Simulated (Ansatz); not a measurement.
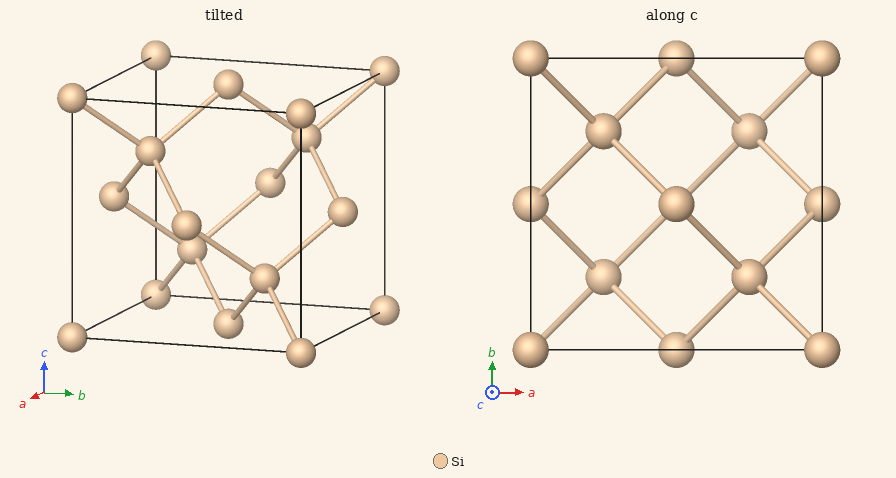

We look at a ball-and-stick model of the crystal slightly off an axis and along the c axis. The edges of the conventional unit cell are marked.

Cell parameters: a = 5.441 Å, b = 5.441 Å, c = 5.441 Å, α = 90.00°, β = 90.00°, γ = 90.00°.

Bonding distances used: Si–Si up to 2.58 Å (cut-off distances).

Question: How many atoms make up the cell?

Answer: 8 (silicon), counting shared atoms by their share.

Question: To which lattice type does it belong?

Answer: Face-centred cubic.

Question: Identify the structure type.

Answer: Diamond.

Question: How many neighbours does Si have, and of what kind?

Answer: Four Si in a tetrahedral arrangement at about 2.4 Å.

Question: What is the topology of the bonding, in broad terms?

Answer: The bonds build a three-dimensional framework.

Its origin is the standard structure of this element. Earlier steps of the study may have refined or changed the cell and positions. A calculation with Ansatz used it as input.
